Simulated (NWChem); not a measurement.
**triplet C2H6Hg at 3 levels**

We compute a comparison of 3 runs (UPBE0/def2-SVP, UB3LYP/def2-SVP, UM06-2X/def2-SVP) of triplet C2H6Hg. 

Program for the calculation: NWChem 7.3.0.

2 further runs of the same task are left out: 2 set aside as unsound or not needed. Runs told in other sessions of the task aren't counted.

## 1. The molecule

C2H6Hg has 9 atoms, charge 0, and is taken as a triplet. As SMILES of the parent species, `[CH3][Hg][CH3]`. The shape is that of a PBE0-D4/def2-TZVP optimisation. That shape belongs to the parent species and isn't relaxed for this state.

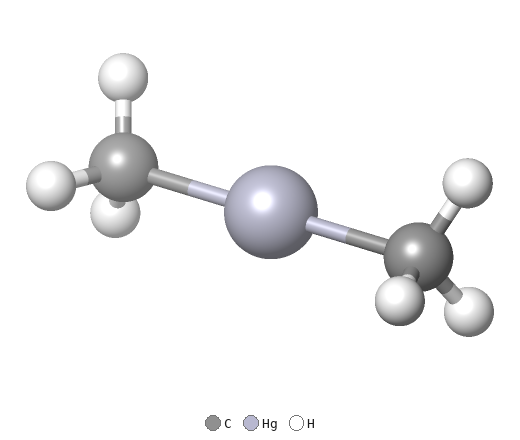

Viewed from a chosen angle; carbon grey, mercury light grey, hydrogen white.

## 2. The energy at UPBE0/def2-SVP (core potential) (run 1)

work.nw reads:

```
start work
title "C2H6Hg"
memory stack 880 mb heap 220 mb global 1100 mb
charge 0

geometry units angstroms noautosym nocenter noautoz
  C    -1.045830    1.414420   -1.138450
  Hg    0.000010    0.000010    0.000000
  C     1.045840   -1.414420    1.138460
  H    -1.947040    0.970830   -1.566580
  H    -0.422980    1.785030   -1.955110
  H    -1.340990    2.263000   -0.517950
  H     0.592440   -2.402090    1.032790
  H     2.085790   -1.476060    0.811450
  H     1.032770   -1.140720    2.195410
end

basis spherical bse
  * library def2-SVP
end

ecp bse
  Hg library def2-SVP
end

dft
  xc pbe0
  mult 3
  grid fine
  convergence energy 1e-08
  iterations 100
  mulliken
  print low
end

task dft energy
```

Command:

```sh
$ nwchem work.nw > work.out
```

The log of the run:

```text
[...]
 d= 0,ls=0.0,diis     1   -232.8678166604 -3.46D+02  2.14D-02  5.96D-02     2.4
[...]
 d= 0,ls=0.0,diis    10   -232.9001632426 -9.71D-09  5.10D-06  1.54D-09    21.6
[...]
         Total DFT energy =     -232.900163242629
      One electron energy =     -599.592549490383
           Coulomb energy =      280.485147385984
    Exchange-Corr. energy =      -26.864687981966
 Nuclear repulsion energy =      113.071926843737
[...]
      Total Density - Mulliken Population Analysis
     ---------------------------------------------
    Atom       Charge   Shell Charges
 -----------   ------   -------------------------------------------------------
    1 C    6     6.17   1.99  0.93  0.22  2.01  1.01  0.02
    2 Hg  20    20.05   0.13 -0.58  1.90  0.57  1.02  0.93  5.64  0.42  0.07  8.82  1.12  0.01
    3 C    6     6.17   1.99  0.93  0.22  2.01  1.01  0.02
    4 H    1     0.93   0.72  0.19  0.03
    5 H    1     0.93   0.72  0.19  0.03
    6 H    1     0.93   0.72  0.19  0.03
    7 H    1     0.93   0.72  0.19  0.03
    8 H    1     0.93   0.72  0.19  0.03
    9 H    1     0.93   0.72  0.19  0.03
[...]
      <S2> =      2.0075 (Exact =     2.0000)
[...]
```

Run time: 22 s. Hardware: 1 thread of Intel Xeon 6975P-C (Granite Rapids), shared host; peak memory 0.12 GiB.

## 3. A single-point energy at UB3LYP/def2-SVP (core potential) (run 2)

c2h6hg.nw reads:

```
start c2h6hg
title "dimethylmercury"
memory total 2200 mb

geometry noautosym nocenter noautoz
  C       -1.045830       1.414420      -1.138450
  Hg       0.000010       0.000010       0.000000
  C        1.045840      -1.414420       1.138460
  H       -1.947040       0.970830      -1.566580
  H       -0.422980       1.785030      -1.955110
  H       -1.340990       2.263000      -0.517950
  H        0.592440      -2.402090       1.032790
  H        2.085790      -1.476060       0.811450
  H        1.032770      -1.140720       2.195410
end

basis spherical bse
  C library def2-SVP
  Hg library def2-SVP
  H library def2-SVP
end

ecp bse
  Hg library def2-SVP
end

dft
  xc b3lyp
  mult 3
  grid fine
  convergence energy 1e-08
  maxiter 100
  mulliken
end

task dft energy
```

Command:

```sh
$ nwchem c2h6hg.nw > c2h6hg.out
```

The log of the run:

```text
[...]
          Wavefunction type:  spin polarized.
          No. of atoms     :     9
          No. of electrons :    38
[...]
          Charge           :     0
          Spin multiplicity:     3
[...]
          AO basis - number of functions:    90
[...]
              XC Information
              --------------
                         B3LYP Method XC Potential
                     Hartree-Fock (Exact) Exchange  0.200
                        Slater Exchange Functional  0.800 local
                    Becke 1988 Exchange Functional  0.720 non-local
              Lee-Yang-Parr Correlation Functional  0.810
                  VWN I RPA Correlation Functional  0.190 local
[...]
 d= 0,ls=0.0,diis     1   -233.0333608266 -3.46D+02  2.13D-02  7.50D-02     2.3
[...]
 d= 0,ls=0.0,diis    10   -233.0687049278 -4.21D-09  2.67D-06  2.01D-09    21.4
[...]
         Total DFT energy =     -233.068704927836
      One electron energy =     -599.483619006559
           Coulomb energy =      280.375446288689
    Exchange-Corr. energy =      -27.032459053702
 Nuclear repulsion energy =      113.071926843737
[...]
      Total Density - Mulliken Population Analysis
     ---------------------------------------------
    Atom       Charge   Shell Charges
 -----------   ------   -------------------------------------------------------
    1 C    6     6.07   1.99  0.94  0.16  2.03  0.94  0.02
    2 Hg  20    20.06   0.13 -0.58  1.91  0.56  1.01  0.93  5.65  0.41  0.10  8.81  1.12  0.01
    3 C    6     6.07   1.99  0.94  0.16  2.03  0.94  0.02
    4 H    1     0.97   0.73  0.21  0.02
    5 H    1     0.97   0.73  0.21  0.02
    6 H    1     0.97   0.73  0.21  0.02
    7 H    1     0.97   0.73  0.21  0.02
    8 H    1     0.97   0.73  0.21  0.02
    9 H    1     0.97   0.73  0.21  0.02
[...]
      <S2> =      2.0064 (Exact =     2.0000)
[...]
```

It took 22 s on 1 thread of Intel Xeon 6975P-C (Granite Rapids), shared host; peak memory 0.12 GiB.

## 4. The energy at UM06-2X/def2-SVP (core potential) (run 3)

c2h6hg.xyz reads:

```xyz
9
dimethylmercury
C     -1.045830     1.414420    -1.138450
Hg     0.000010     0.000010     0.000000
C      1.045840    -1.414420     1.138460
H     -1.947040     0.970830    -1.566580
H     -0.422980     1.785030    -1.955110
H     -1.340990     2.263000    -0.517950
H      0.592440    -2.402090     1.032790
H      2.085790    -1.476060     0.811450
H      1.032770    -1.140720     2.195410
```

c2h6hg.nw reads:

```
echo
start c2h6hg
title "dimethylmercury"
memory total 2200 mb
charge 0

geometry units angstroms noautosym nocenter noautoz
load c2h6hg.xyz
end

basis spherical bse
* library def2-SVP
end

ecp bse
Hg library def2-SVP
end

dft
xc m06-2x
mult 3
grid fine
convergence energy 1e-08
maxiter 100
mulliken
print medium
end

task dft energy
```

Command:

```sh
$ nwchem c2h6hg.nw > c2h6hg.out
```

The log of the run:

```text
[...]
          Wavefunction type:  spin polarized.
          No. of atoms     :     9
          No. of electrons :    38
[...]
          Charge           :     0
          Spin multiplicity:     3
[...]
          AO basis - number of functions:    90
[...]
              XC Information
              --------------
                       M06-2X Method XC Functional
                     Hartree-Fock (Exact) Exchange  0.540
                        M06-2X Exchange Functional  1.000
                      M06-2X Correlation Potential  1.000
[...]
 d= 0,ls=0.0,diis     1   -232.8007868298 -3.46D+02  1.73D-02  4.63D-02     3.0
[...]
 d= 0,ls=0.0,diis    11   -232.8277941430 -5.26D-09  1.77D-06  1.75D-10    31.9
[...]
         Total DFT energy =     -232.827794143017
      One electron energy =     -599.405155102282
           Coulomb energy =      280.303066578454
    Exchange-Corr. energy =      -26.797632462926
 Nuclear repulsion energy =      113.071926843737
[...]
      Total Density - Mulliken Population Analysis
     ---------------------------------------------
    Atom       Charge   Shell Charges
 -----------   ------   -------------------------------------------------------
    1 C    6     6.16   1.99  0.92  0.21  2.01  1.01  0.02
    2 Hg  20    20.09   0.13 -0.57  1.90  0.58  0.85  1.14  5.59  0.46  0.08  8.89  1.04  0.01
    3 C    6     6.16   1.99  0.92  0.21  2.01  1.01  0.02
    4 H    1     0.93   0.72  0.18  0.02
    5 H    1     0.93   0.72  0.18  0.02
    6 H    1     0.93   0.72  0.18  0.02
    7 H    1     0.93   0.72  0.18  0.02
    8 H    1     0.93   0.72  0.18  0.02
    9 H    1     0.93   0.72  0.18  0.02
[...]
      <S2> =      2.0098 (Exact =     2.0000)
[...]
```

It took 32 s on 1 thread of Intel Xeon 6975P-C (Granite Rapids), shared host; peak memory 0.12 GiB.

## 5. Overview of the runs

```
run                              level  energy (Eh)   ⟨S²⟩  wall time
  1    UPBE0/def2-SVP (core potential)  -232.900163  2.007       22 s
  2   UB3LYP/def2-SVP (core potential)  -233.068705  2.006       22 s
  3  UM06-2X/def2-SVP (core potential)  -232.827794  2.010       32 s
```

## 6. What came out

| quantity | value |
| --- | --- |
| run 3: total energy | -232.82779 Eh |
| run 3: dipole moment | 0.00 D |
| run 3: HOMO energy (highest over α and β) | -2.12 eV |
| run 3: ⟨S²⟩ | 2.010 |

In words: Totals of different functionals can't be ranked against each other. All runs together took 77 s, the longest 32 s.
